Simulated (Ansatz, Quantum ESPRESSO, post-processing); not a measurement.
# 1T-HfO2, layer by layer, part 5 of 7

What does each added layer of 1T-HfO2 bring in screening, and what does it do to the gap?

Quantum ESPRESSO 7.5; plane-wave DFT, PBEsol, GBRV ultrasoft pseudopotentials; geometry by Ansatz 0.2.0 with PAW datasets.

So far. Step 7 (Bands along a path, 1 layer: no field): Along this path the valence top lies between K and Γ and the conduction bottom at M. Step 13 (Potential by pp.x, 2 layers): The slope in the vacuum is 0.100 eV/Å for an applied 0.10 V/Å, as it should be.

### Step 14. Band structure, 2 layers: no field

n2.f0.bands.in reads:

```
&control
  prefix = 'n2.f0.bands'
  outdir = './out'
  pseudo_dir = './pseudo'
  calculation = 'bands'
  tefield = .true.
  dipfield = .true.
/
&system
  ibrav = 0
  nat = 6
  ntyp = 2
  ecutwfc = 40
  ecutrho = 200
  occupations = 'smearing'
  smearing = 'fd'
  degauss = 0.004
  edir = 3
  emaxpos = 0.97
  eopreg = 0.04
  eamp = 0.0
  nbnd = 28
/
&electrons
  conv_thr = 1e-07
  mixing_beta = 0.4
  electron_maxstep = 120
  mixing_mode = 'local-TF'
/
ATOMIC_SPECIES
  O   15.9990  o_pbesol_v1.2.uspp.F.UPF
  Hf  178.4900  hf_pbesol_v1.uspp.F.UPF
CELL_PARAMETERS angstrom
  3.24076296917132 0.00000000000000 0.00000000000000
  -1.62038148458566 2.80658305894625 0.00000000000000
  0.00000000000000 0.00000000000000 25.33718175170000
ATOMIC_POSITIONS crystal
  O   0.666666666667 0.333333333333 0.368695572872
  Hf  -0.000000000000 -0.000000000000 0.407132733633
  O   0.333333333333 0.666666666667 0.445493134972
  O   0.666666666667 0.333333333333 0.554506865983
  Hf  0.000000000000 0.000000000000 0.592867265124
  O   0.333333333333 0.666666666667 0.631304427416
K_POINTS crystal_b
4
  0.0000000000 0.0000000000 0.0000000000 12
  0.5000000000 0.0000000000 0.0000000000 12
  0.3333333333 0.3333333333 0.0000000000 12
  0.0000000000 0.0000000000 0.0000000000 1
```

Run with:

```sh
$ cp -r out/n2.f0.save out/n2.f0.bands.save
$ cp out/n2.f0.xml out/n2.f0.bands.xml
$ OMP_NUM_THREADS=1 mpirun -n 4 pw.x -nk 4 -in n2.f0.bands.in > n2.f0.bands.out
```

The log of the run:

```text
[banner, memory and clock lines left out]
Program PWSCF v.7.5 starts

          URL

     Presently no symmetry can be used with electric field

     Atomic positions and unit cell read from directory:
     ./out/n2.f0.bands.save/

     G-vector sticks info

     bravais-lattice index     =            0
     lattice parameter (alat)  =       6.1242  a.u.
     unit-cell volume          =    1555.1779 (a.u.)^3
     number of atoms/cell      =            6
     number of atomic types    =            2
     number of electrons       =        48.00
     number of Kohn-Sham states=           28
     kinetic-energy cutoff     =      40.0000  Ry
     charge density cutoff     =     200.0000  Ry
     Exchange-correlation= SLA  PW   PSX  PSC
                           (   1   4  10   8   0   0   0)

     celldm(1)=   6.124154  celldm(2)=   0.000000  celldm(3)=   0.000000
     celldm(4)=   0.000000  celldm(5)=   0.000000  celldm(6)=   0.000000

     crystal axes: (cart. coord. in units of alat)
               a(1) = (   1.000000   0.000000   0.000000 )
               a(2) = (  -0.500000   0.866025   0.000000 )
               a(3) = (   0.000000   0.000000   7.818277 )

     reciprocal axes: (cart. coord. in units 2 pi/alat)
               b(1) = (  1.000000  0.577350 -0.000000 )
               b(2) = (  0.000000  1.154701  0.000000 )
               b(3) = (  0.000000 -0.000000  0.127905 )

     PseudoPot. # 1 for O  read from file:
     ./pseudo/o_pbesol_v1.2.uspp.F.UPF
     Pseudo is Ultrasoft + core correction, Zval =  6.0
     Generated by new atomic code, or converted to UPF format
     Using radial grid of  737 points,  5 beta functions with:
                l(1) =   0
                l(2) =   0
                l(3) =   1
                l(4) =   1
                l(5) =   2
     Q(r) pseudized with  8 coefficients,  rinner =    0.900   0.900   0.900
                                                       0.900   0.900

     PseudoPot. # 2 for Hf read from file:
     ./pseudo/hf_pbesol_v1.uspp.F.UPF
     Pseudo is Ultrasoft + core correction, Zval = 12.0
     Generated by new atomic code, or converted to UPF format
     Using radial grid of  921 points,  8 beta functions with:
                l(1) =   0
                l(2) =   0
                l(3) =   0
                l(4) =   1
                l(5) =   1
                l(6) =   2
                l(7) =   2
                l(8) =   3
     Q(r) pseudized with  6 coefficients,  rinner =    1.200   1.200   1.200
                                                       1.200   1.200   1.200
                                                       1.200

     atomic species   valence    mass     pseudopotential
     O                 6.00    15.99900     O ( 1.00)
     Hf               12.00   178.49000     Hf( 1.00)

     No symmetry found

   Cartesian axes

     site n.     atom                  positions (alat units)
         1        O      tau(   1) = (   0.5000000   0.2886751   2.8825640  )
         2        Hf     tau(   2) = (   0.0000000   0.0000000   3.1830764  )
         3        O      tau(   3) = (  -0.0000000   0.5773503   3.4829886  )
         4        O      tau(   4) = (   0.5000000   0.2886751   4.3352881  )
         5        Hf     tau(   5) = (   0.0000000   0.0000000   4.6352004  )
         6        O      tau(   6) = (  -0.0000000   0.5773503   4.9357127  )

     number of k points=    37  Fermi-Dirac smearing, width (Ry)=  0.0040
                       cart. coord. in units 2pi/alat
        k(    1) = (   0.0000000   0.0000000   0.0000000), wk =   0.0540541
        k(    2) = (   0.0416667   0.0240563   0.0000000), wk =   0.0540541
        k(    3) = (   0.0833333   0.0481125   0.0000000), wk =   0.0540541
        k(    4) = (   0.1250000   0.0721688   0.0000000), wk =   0.0540541
        k(    5) = (   0.1666667   0.0962250   0.0000000), wk =   0.0540541
        k(    6) = (   0.2083333   0.1202813   0.0000000), wk =   0.0540541
        k(    7) = (   0.2500000   0.1443376   0.0000000), wk =   0.0540541
        k(    8) = (   0.2916667   0.1683938   0.0000000), wk =   0.0540541
        k(    9) = (   0.3333333   0.1924501   0.0000000), wk =   0.0540541
        k(   10) = (   0.3750000   0.2165064   0.0000000), wk =   0.0540541
        k(   11) = (   0.4166667   0.2405626   0.0000000), wk =   0.0540541
        k(   12) = (   0.4583333   0.2646189   0.0000000), wk =   0.0540541
        k(   13) = (   0.5000000   0.2886751   0.0000000), wk =   0.0540541
        k(   14) = (   0.4861111   0.3127314   0.0000000), wk =   0.0540541
        k(   15) = (   0.4722222   0.3367877   0.0000000), wk =   0.0540541
        k(   16) = (   0.4583333   0.3608439   0.0000000), wk =   0.0540541
        k(   17) = (   0.4444444   0.3849002   0.0000000), wk =   0.0540541
        k(   18) = (   0.4305556   0.4089564   0.0000000), wk =   0.0540541
        k(   19) = (   0.4166667   0.4330127   0.0000000), wk =   0.0540541
        k(   20) = (   0.4027778   0.4570690   0.0000000), wk =   0.0540541
        k(   21) = (   0.3888889   0.4811252   0.0000000), wk =   0.0540541
        k(   22) = (   0.3750000   0.5051815   0.0000000), wk =   0.0540541
        k(   23) = (   0.3611111   0.5292377   0.0000000), wk =   0.0540541
        k(   24) = (   0.3472222   0.5532940   0.0000000), wk =   0.0540541
        k(   25) = (   0.3333333   0.5773503   0.0000000), wk =   0.0540541
        k(   26) = (   0.3055556   0.5292377   0.0000000), wk =   0.0540541
        k(   27) = (   0.2777778   0.4811252   0.0000000), wk =   0.0540541
        k(   28) = (   0.2500000   0.4330127   0.0000000), wk =   0.0540541
        k(   29) = (   0.2222222   0.3849002   0.0000000), wk =   0.0540541
        k(   30) = (   0.1944444   0.3367877   0.0000000), wk =   0.0540541
        k(   31) = (   0.1666667   0.2886751   0.0000000), wk =   0.0540541
        k(   32) = (   0.1388889   0.2405626   0.0000000), wk =   0.0540541
        k(   33) = (   0.1111111   0.1924501   0.0000000), wk =   0.0540541
        k(   34) = (   0.0833333   0.1443376   0.0000000), wk =   0.0540541
        k(   35) = (   0.0555556   0.0962250   0.0000000), wk =   0.0540541
        k(   36) = (   0.0277778   0.0481125   0.0000000), wk =   0.0540541
        k(   37) = (   0.0000000   0.0000000   0.0000000), wk =   0.0540541

     Dense  grid:    74225 G-vectors     FFT dimensions: (  27,  27, 216)

     Smooth grid:    53341 G-vectors     FFT dimensions: (  25,  25, 200)

     Check: negative core charge=   -0.000018

     The potential is recalculated from file :
     ./out/n2.f0.bands.save/charge-density

     negative rho (up, down):  2.226E-01 0.000E+00

     Adding external electric field

[...]
-18.7668 -18.7502 -17.5615 -17.5401  -6.8873  -6.7916  -5.0700  -5.0118
    -4.4718  -4.2439  -3.8670  -3.7275  -3.5156  -3.4501  -3.0806  -2.7795
     2.1934   2.3886   3.4737   3.6479

          k = 0.4861 0.3127 0.0000 (  6668 PWs)   bands (ev):

   -62.5124 -62.5124 -31.7841 -31.7837 -31.2524 -31.2507 -31.1313 -31.1312
   -18.7596 -18.7431 -17.5671 -17.5460  -6.8742  -6.7792  -5.0818  -5.0222
    -4.4546  -4.2302  -3.8712  -3.7379  -3.5322  -3.4611  -3.0796  -2.7827
     2.2045   2.4012   3.4714   3.6454

          k = 0.4722 0.3368 0.0000 (  6664 PWs)   bands (ev):

   -62.5122 -62.5121 -31.7778 -31.7774 -31.2516 -31.2499 -31.1441 -31.1439
   -18.7383 -18.7220 -17.5837 -17.5633  -6.8351  -6.7421  -5.1133  -5.0505
    -4.4072  -4.1924  -3.8875  -3.7741  -3.5764  -3.4876  -3.0767  -2.7923
     2.2356   2.4374   3.4656   3.6383

          k = 0.4583 0.3608 0.0000 (  6646 PWs)   bands (ev):

   -62.5119 -62.5118 -31.7673 -31.7669 -31.2503 -31.2486 -31.1648 -31.1646
   -18.7037 -18.6877 -17.6108 -17.5914  -6.7706  -6.6811  -5.1562  -5.0901
    -4.3389  -4.1384  -3.9296  -3.8467  -3.6300  -3.5145  -3.0722  -2.8090
     2.2801   2.4919   3.4599   3.6287

          k = 0.4444 0.3849 0.0000 (  6656 PWs)   bands (ev):

   -62.5114 -62.5114 -31.7529 -31.7525 -31.2487 -31.2470 -31.1928 -31.1927
   -18.6570 -18.6414 -17.6474 -17.6296  -6.6819  -6.5974  -5.2030  -5.1344
    -4.2599  -4.0803  -4.0139  -3.9559  -3.6685  -3.5314  -3.0669  -2.8334
     2.3286   2.5567   3.4592   3.6199

          k = 0.4306 0.4090 0.0000 (  6654 PWs)   bands (ev):

   -62.5109 -62.5108 -31.7346 -31.7342 -31.2467 -31.2450 -31.2270 -31.2269
   -18.5999 -18.5850 -17.6925 -17.6765  -6.5705  -6.4926  -5.2491  -5.1784
    -4.2101  -4.1286  -4.1075  -3.9905  -3.6837  -3.5384  -3.0620  -2.8662
     2.3707   2.6226   3.4695   3.6165

          k = 0.4167 0.4330 0.0000 (  6654 PWs)   bands (ev):

   -62.5103 -62.5103 -31.7128 -31.7124 -31.2662 -31.2660 -31.2445 -31.2428
   -18.5345 -18.5204 -17.7445 -17.7306  -6.4387  -6.3691  -5.2919  -5.2188
    -4.3380  -4.2978  -4.0502  -3.9295  -3.6839  -3.5395  -3.0588  -2.9082
     2.3978   2.6799   3.4955   3.6240

          k = 0.4028 0.4571 0.0000 (  6658 PWs)   bands (ev):

   -62.5097 -62.5097 -31.6876 -31.6873 -31.3090 -31.3088 -31.2422 -31.2405
   -18.4630 -18.4500 -17.8018 -17.7903  -6.2891  -6.2298  -5.3298  -5.2536
    -4.5184  -4.4867  -3.9556  -3.8671  -3.6771  -3.5378  -3.0589  -2.9598
     2.4064   2.7215   3.5381   3.6466

          k = 0.3889 0.4811 0.0000 (  6656 PWs)   bands (ev):

   -62.5091 -62.5091 -31.6595 -31.6592 -31.3539 -31.3537 -31.2400 -31.2384
   -18.3881 -18.3764 -17.8626 -17.8538  -6.1252  -6.0783  -5.3623  -5.2820
    -4.7089  -4.6832  -3.8574  -3.8091  -3.6679  -3.5352  -3.0636  -3.0205
     2.3986   2.7446   3.5938   3.6855

          k = 0.3750 0.5052 0.0000 (  6654 PWs)   bands (ev):

   -62.5086 -62.5086 -31.6288 -31.6285 -31.3994 -31.3991 -31.2380 -31.2364
   -18.3124 -18.3024 -17.9251 -17.9191  -5.9511  -5.9194  -5.3893  -5.3036
    -4.8988  -4.8797  -3.7603  -3.7575  -3.6588  -3.5333  -3.0889  -3.0732
     2.3805   2.7517   3.6571   3.7380

          k = 0.3611 0.5292 0.0000 (  6676 PWs)   bands (ev):

   -62.5082 -62.5082 -31.5959 -31.5956 -31.4441 -31.4437 -31.2365 -31.2349
   -18.2387 -18.2308 -17.9875 -17.9843  -5.7718  -5.7591  -5.4110  -5.3186
    -5.0801  -5.0702  -3.7140  -3.6763  -3.6442  -3.5331  -3.1612  -3.0863
     2.3596   2.7487   3.7219   3.7989

          k = 0.3472 0.5533 0.0000 (  6674 PWs)   bands (ev):

   -62.5079 -62.5079 -31.5612 -31.5608 -31.4864 -31.4860 -31.2354 -31.2338
   -18.1699 -18.1644 -18.0476 -18.0474  -5.6090  -5.5933  -5.4281  -5.3279
    -5.2488  -5.2412  -3.6815  -3.6595  -3.5805  -3.5354  -3.2271  -3.0989
     2.3431   2.7425   3.7841   3.8629

          k = 0.3333 0.5774 0.0000 (  6690 PWs)   bands (ev):

   -62.5078 -62.5078 -31.5256 -31.5256 -31.5244 -31.5244 -31.2351 -31.2334
   -18.1141 -18.1141 -18.0984 -18.0983  -5.5223  -5.4422  -5.4422  -5.3938
    -5.3293  -5.3293  -3.6640  -3.6640  -3.5409  -3.5409  -3.2586  -3.1047
     2.3366   2.7393   3.8412   3.8412

          k = 0.3056 0.5292 0.0000 (  6674 PWs)   bands (ev):

   -62.5083 -62.5082 -31.5874 -31.5870 -31.4509 -31.4505 -31.2367 -31.2351
   -18.2100 -18.2011 -18.0191 -18.0152  -5.6988  -5.6878  -5.4595  -5.3251
    -5.1438  -5.1192  -3.6997  -3.6874  -3.6346  -3.5594  -3.1477  -3.0710
     2.3681   2.7591   3.7310   3.7964

          k = 0.2778 0.4811 0.0000 (  6656 PWs)   bands (ev):

   -62.5098 -62.5098 -31.6232 -31.6228 -31.3773 -31.3770 -31.2416 -31.2401
   -18.2801 -18.2648 -17.9898 -17.9782  -5.8612  -5.8468  -5.4781  -5.3145
    -4.9853  -4.9288  -3.8162  -3.7768  -3.7366  -3.5763  -2.9718  -2.9625
     2.4647   2.8259   3.6078   3.6504

          k = 0.2500 0.4330 0.0000 (  6658 PWs)   bands (ev):

   -62.5125 -62.5124 -31.6281 -31.6275 -31.3127 -31.3126 -31.2450 -31.2438
   -18.3113 -18.2893 -18.0253 -18.0056  -5.9277  -5.8895  -5.5145  -5.3176
    -4.9444  -4.8728  -3.9383  -3.8719  -3.8202  -3.5959  -2.8357  -2.7832
     2.6105   2.9327   3.4668   3.4887

          k = 0.2222 0.3849 0.0000 (  6644 PWs)   bands (ev):

   -62.5163 -62.5162 -31.6003 -31.5996 -31.2908 -31.2893 -31.2162 -31.2161
   -18.3013 -18.2713 -18.1259 -18.0993  -5.8894  -5.8270  -5.5837  -5.3580
    -5.0120  -4.9341  -4.0010  -3.9162  -3.9129  -3.6416  -2.6928  -2.6369
     2.7739   3.0526   3.3148   3.3193

          k = 0.1944 0.3368 0.0000 (  6638 PWs)   bands (ev):

   -62.5210 -62.5210 -31.5415 -31.5410 -31.3057 -31.3038 -31.1622 -31.1621
   -18.3018 -18.2553 -18.2340 -18.2097  -5.7661  -5.6900  -5.6791  -5.4471
    -5.1525  -5.0692  -4.1003  -3.9073  -3.8674  -3.7243  -2.5697  -2.5474
     2.9159   3.1022   3.1578   3.2117

          k = 0.1667 0.2887 0.0000 (  6622 PWs)   bands (ev):

   -62.5264 -62.5264 -31.4568 -31.4564 -31.3289 -31.3268 -31.1112 -31.1111
   -18.4982 -18.4532 -18.1555 -18.1165  -5.8052  -5.6201  -5.5613  -5.5218
    -5.3250  -5.2307  -4.2036  -3.8193  -3.7839  -3.7320  -2.5351  -2.4906
     2.9375   2.9738   3.0800   3.2409

          k = 0.1389 0.2406 0.0000 (  6592 PWs)   bands (ev):

   -62.5321 -62.5320 -31.3549 -31.3537 -31.3536 -31.3521 -31.0679 -31.0679
   -18.7281 -18.6792 -18.0434 -17.9965  -5.9182  -5.7192  -5.5480  -5.5369
    -5.4234  -5.3236  -4.1628  -3.8393  -3.6043  -3.5426  -2.6066  -2.4715
     2.8216   2.8418   3.0819   3.2118

          k = 0.1111 0.1925 0.0000 (  6620 PWs)   bands (ev):

   -62.5376 -62.5375 -31.3799 -31.3773 -31.2441 -31.2439 -31.0332 -31.0332
   -18.9613 -18.9094 -17.9190 -17.8648  -6.0085  -5.8481  -5.7049  -5.6823
    -5.5130  -5.3247  -3.9131  -3.7121  -3.4067  -3.3224  -2.7433  -2.5125
     2.7169   2.7396   3.0179   3.1046

          k = 0.0833 0.1443 0.0000 (  6610 PWs)   bands (ev):

   -62.5424 -62.5424 -31.4025 -31.3998 -31.1390 -31.1388 -31.0068 -31.0068
   -19.1742 -19.1204 -17.7984 -17.7374  -6.0667  -5.9546  -5.8580  -5.8371
    -5.6705  -5.3838  -3.5496  -3.4472  -3.2459  -3.1047  -2.8814  -2.5956
     2.6456   2.6740   2.9054   2.9513

          k = 0.0556 0.0962 0.0000 (  6629 PWs)   bands (ev):

   -62.5462 -62.5462 -31.4203 -31.4175 -31.0520 -31.0519 -30.9885 -30.9884
   -19.3451 -19.2901 -17.6975 -17.6311  -6.0914  -6.0311  -5.9804  -5.9642
    -5.8224  -5.4718  -3.3142  -3.1411  -3.1130  -2.9207  -2.8856  -2.6894
     2.6079   2.6423   2.7859   2.7873

          k = 0.0278 0.0481 0.0000 (  6639 PWs)   bands (ev):

   -62.5487 -62.5486 -31.4317 -31.4288 -30.9943 -30.9943 -30.9777 -30.9777
   -19.4557 -19.4001 -17.6305 -17.5604  -6.0879  -6.0758  -6.0614  -6.0470
    -5.9329  -5.5413  -3.3862  -2.9025  -2.8525  -2.8091  -2.8017  -2.7546
     2.5952   2.6327   2.6516   2.6840

          k = 0.0000 0.0000 0.0000 (  6625 PWs)   bands (ev):

   -62.5495 -62.5495 -31.4355 -31.4325 -30.9742 -30.9742 -30.9741 -30.9741
   -19.4941 -19.4382 -17.6070 -17.5356  -6.0902  -6.0902  -6.0761  -6.0761
    -5.9793  -5.5670  -3.4266  -2.8276  -2.7773  -2.7773  -2.7454  -2.7454
     2.5941   2.5941   2.6342   2.6342

     XML data file, pseudopotentials, collected wavefunctions

                                        0.00s GPU  (     443 calls)
[key lines of the parts left out:]
Dipole field          0.0000 Ry au,
```

Run time: 30 s. Hardware: 4 MPI ranks of Intel Xeon Platinum 8259CL at 2.50GHz (Skylake/Cascade Lake), shared host; peak memory 0.41 GiB.

Read from the output:

| Property | Result |
| --- | --- |
| dipole along the normal | 0 e·Å |
| valence top, on the run's zero | -2.471 eV |
| conduction bottom, on the run's zero | 2.193 eV |
| gap by band count | 4.665 eV |

Band numbers count within the set of bands kept for display. Electronic bands along the path, in eV, zero at the highest filled level of the SCF mesh; v1 is the highest filled band, c1 the lowest empty one:

```csv
point,v4,v3,v2,v1,c1,c2,c3,c4
Γ,-0.29,-0.29,-0.25,-0.25,5.08,5.08,5.12,5.12
M,-1.02,-0.96,-0.59,-0.29,4.68,4.88,5.96,6.14
K,-1.05,-1.05,-0.77,-0.61,4.83,5.23,6.33,6.33
Γ,-0.29,-0.29,-0.25,-0.25,5.08,5.08,5.12,5.12
```

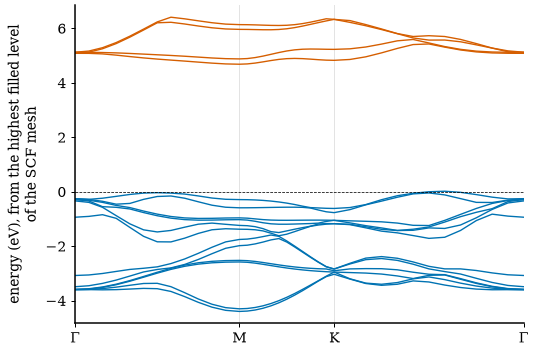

Electronic bands along the path; lines of filled and empty bands in two colours.

Along this path the valence top lies between K and Γ and the conduction bottom at M.

### Step 15. Polarisability from the dipole between 0 and 0.1 V/A, 2 layers

Numbers from this step:

| Quantity | Value |
| --- | --- |
| polarisability a cell | 4.251 Å³ |
| sheet polarisability 4πα/A | 5.873 Å |

Table of change of the potential energy, second field less first by z:

```csv
z (Å),"change of the potential energy, second field less first (eV)"
0,-0.486
1,-0.873
2,-0.773
3,-0.673
4,-0.573
5,-0.473
6,-0.373
7,-0.273
8,-0.179
9,-0.116
10,-0.0940
11,-0.0795
12,-0.0462
13,0.0247
14,0.0715
15,0.0892
16,0.106
17,0.152
18,0.241
19,0.340
20,0.440
21,0.540
22,0.640
23,0.740
24,0.840
25,0.128
```

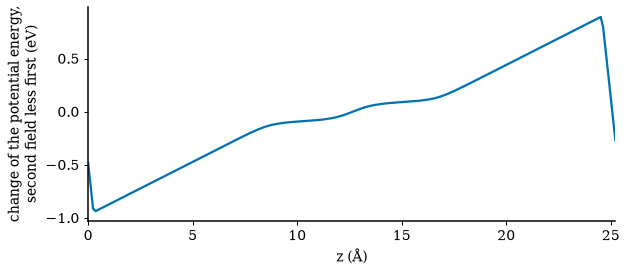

Change of the potential energy, second field less first against z.

(Part 5 of 7 ends here.)

[Logs are printed without paths, hosts, clocks, repeated set-up lines and the standing remarks that a program may print on its own settings, such as how far it seeks lower states.]

[Hosts, paths, dates, database ids (printed as entryN), source tags and the programs' standing remarks are cut or masked in the printed files.]

[Maps of the electrostatic potential energy from Ansatz leave out the sawtooth potential of an applied field or a dipole correction, so their vacuum need not be flat; planar profiles and work functions include it.]
